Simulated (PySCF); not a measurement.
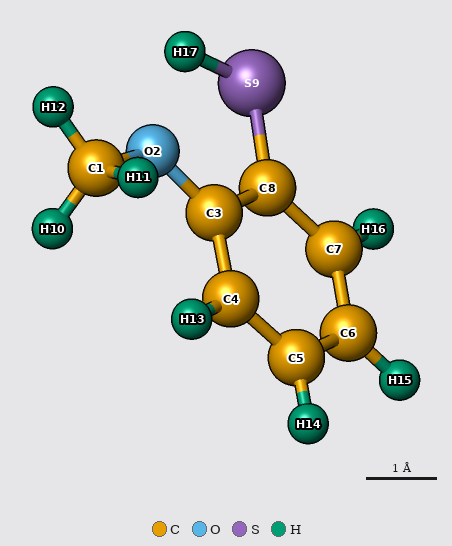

**Figure 1.** The structure as given in the input (ball-and-stick view, seen at a tilt; atoms are numbered from 1 in the order of the input). Bond lengths as drawn: C–C 1.37 to 1.44 Å, C–H 1.08 to 1.09 Å, C–O 1.33 to 1.42 Å, C–S 1.73 Å and H–S 1.34 Å.

Run report: C7H8OS (charge +1), EPR calculation

C7H8OS, charge +1, multiplicity 2, computed with UKS B3LYP, pcH-1 on C H O S, non-relativistic, mean-field spin-orbit, GIAO (PySCF 2.14.0).

It belongs to a series of runs on one base structure; here: electron removed.

### Log
```
UKS, coarse grid
  cycle   1  E = -744.64255914  |g| = 4.19e-01
  cycle   2  E = -744.49355432  |g| = 7.12e-01
  cycle   3  E = -744.70473385  |g| = 1.08e-01
  cycle   4  E = -744.70897185  |g| = 5.52e-02
  cycle   5  E = -744.71041112  |g| = 1.35e-02
  cycle   6  E = -744.71048426  |g| = 6.85e-03
  cycle   7  E = -744.71051078  |g| = 2.50e-03
  cycle   8  E = -744.71051509  |g| = 1.27e-03
  cycle   9  E = -744.71051700  |g| = 8.07e-04
UKS, final grid
  cycle   1  E = -744.71049684  |g| = 1.53e-03
  cycle   2  E = -744.71049291  |g| = 3.30e-03
  cycle   3  E = -744.71049807  |g| = 1.84e-04
  cycle   4  E = -744.71049810  |g| = 1.03e-04
  cycle   5  E = -744.71049813  |g| = 6.40e-05
  cycle   6  E = -744.71049814  |g| = 2.35e-05
E = -744.71049814 Eh   <S^2> = 0.7578 (exact 0.7500)
g shifts (ppm)      1          2          3
  rmc          -209       -209       -209
  gc             -2         46         47
  oz_so         -10       4656       8964
  total        -222       4493       8801
hyperfine (MHz)  atom isotope    a_iso     a_fc   dipolar eigenvalues
    0   13C      -4.23      -4.25     -0.78     -0.21      0.99
    1   17O     -13.32     -13.32    -42.56     20.59     21.97
    2   13C       6.44       6.53    -16.81    -15.33     32.14
    3   13C     -14.95     -14.96     -9.83      4.46      5.37
    4   13C      12.78      12.80    -16.19    -15.18     31.37
    5   13C       1.71       1.77     -7.88     -7.47     15.35
    6   13C      -8.68      -8.66     -1.49      0.20      1.29
    7   13C       8.13       7.78    -19.57    -18.33     37.90
    8   33S      14.39      14.64    -38.12    -36.06     74.19
    9    1H      17.08      17.08     -1.78     -1.20      2.98
   10    1H      17.02      17.02     -1.78     -1.20      2.98
   11    1H      -0.37      -0.38     -1.59     -1.58      3.17
   12    1H       2.88       2.87     -2.46     -0.12      2.59
   13    1H     -13.27     -13.27     -8.15     -1.48      9.63
   14    1H      -6.78      -6.77     -4.62     -1.77      6.39
   15    1H      -0.65      -0.67     -2.72     -1.10      3.82
   16    1H     -17.20     -17.28     -6.22     -1.62      7.84
```

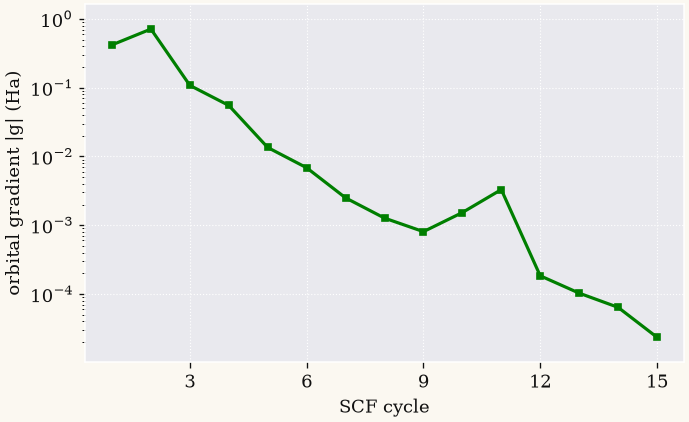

**Figure 2.** Convergence of the self-consistent field: orbital gradient |g| against the SCF cycle. All cycles printed in the log are drawn one after another.

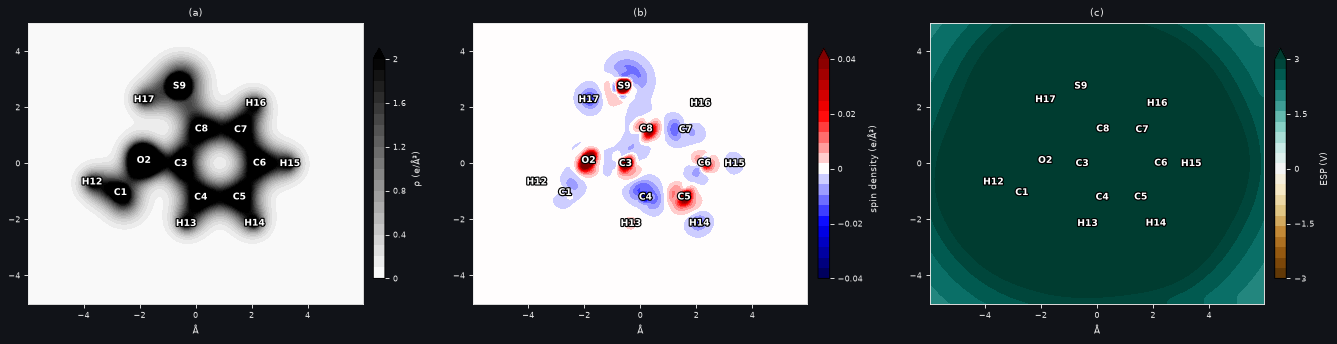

**Figure 3.** (a) total electron density; (b) spin density (α minus β); (c) electrostatic potential on the plane of atoms O2, C3 and C4. The section cuts through C, O, S and H sites. C–C (1.37 Å): ρ at the midpoint is about 2.2 e/Å³. C–S (1.73 Å): ρ is about 1.4 e/Å³ halfway. The unpaired spin (1 electron) lies mostly on S9 (about 0.3), C8 (about 0.2), C3 (about 0.1), C5 (about 0.1) and O2 (about 0.1), in electrons by Hirshfeld's partition. The potential has no marked negative region in this plane.

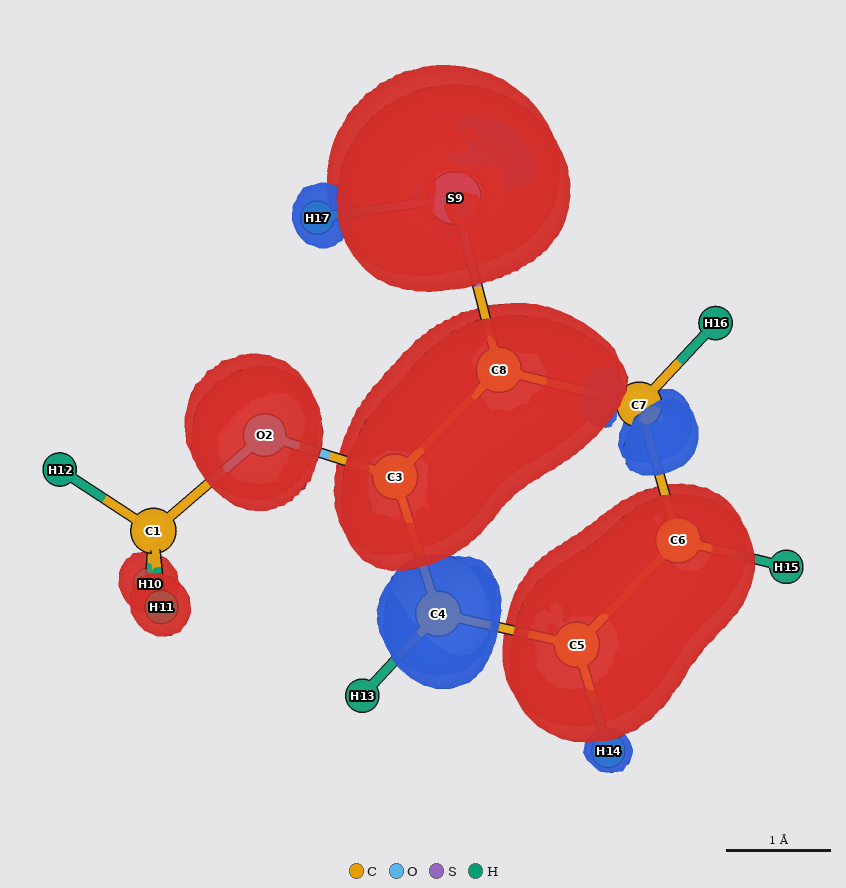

**Figure 4.** Isosurfaces of the spin density (α minus β) at +0.008 (red) and −0.008 e/Å³ (blue), seen face on. The unpaired spin (1 electron) lies mostly on S9 (about 0.3), C8 (about 0.2), C3 (about 0.1), C5 (about 0.1) and O2 (about 0.1), in electrons by Hirshfeld's partition.

This output came from the following input.

### Input file
```
{"job": {"kind": "epr", "basis": "pcH-1"}, "charge": 1, "multiplicity": 2}
C      2.500504    -0.784626     0.477029
O      1.581240     0.294557     0.485320
C      0.320091     0.126069     0.113423
C     -0.245650    -1.079338    -0.316311
C     -1.573001    -1.136524    -0.678277
C     -2.388656     0.007272    -0.627700
C     -1.863093     1.205138    -0.212250
C     -0.516296     1.294658     0.164431
S      0.099982     2.822431     0.680648
H      2.181309    -1.579555     1.155493
H      2.624378    -1.189543    -0.530350
H      3.445916    -0.369018     0.821562
H      0.360937    -1.969187    -0.365303
H     -1.993335    -2.074216    -1.006871
H     -3.425123    -0.060154    -0.916977
H     -2.473094     2.093957    -0.168599
H      1.356894     2.410107     0.914821
```

The first line tells a small driver script what to run in PySCF; the rest is the geometry in Å.

Run as:
```bash
OMP_NUM_THREADS=1 python <driver script> task.json out
```

### Summary

- outcome: converged
- total energy: −744.710498 hartree
- ⟨S²⟩: 0.758
- isotropic g: 2.0067
- hardware: 1 CPU thread, shared host
- wall time: 2.7 min
- peak memory: 1.1 GiB
